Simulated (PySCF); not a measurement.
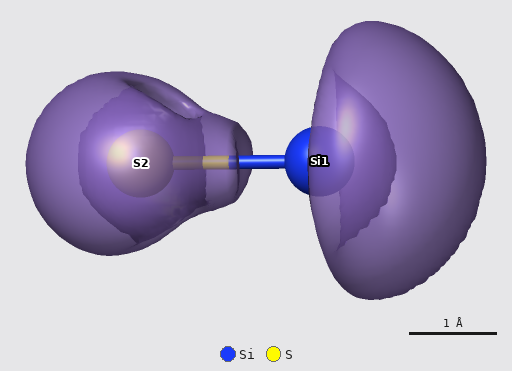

The picture shows: SiS (charge +1, doublet). Isosurface of the ELF at 0.8 (purple), seen from one side. Only the valence region is drawn (cores and ρ < 0.01 e/Å³ removed).

Computed with PySCF, PBE0/x2c-SVPall, spin-free X2C-1e, Gaussian nucleus, at a bond length of 2.091 Å.

```tsv
atom	x (Å)	y (Å)	z (Å)
Si	0.0000	0.0000	-1.1152
S	0.0000	0.0000	0.9758
```

What do the ELF domains correspond to?

The ELF exceeds this value in one region on S in which the atom's valence shell and bonds are merged and one lobe on Si, pointing away from the bonds (non-bonding electrons). Profiles from the grid: Si–S (2.09 Å): the ELF peaks at about 0.90 between the atoms, as expected for a covalent bond.
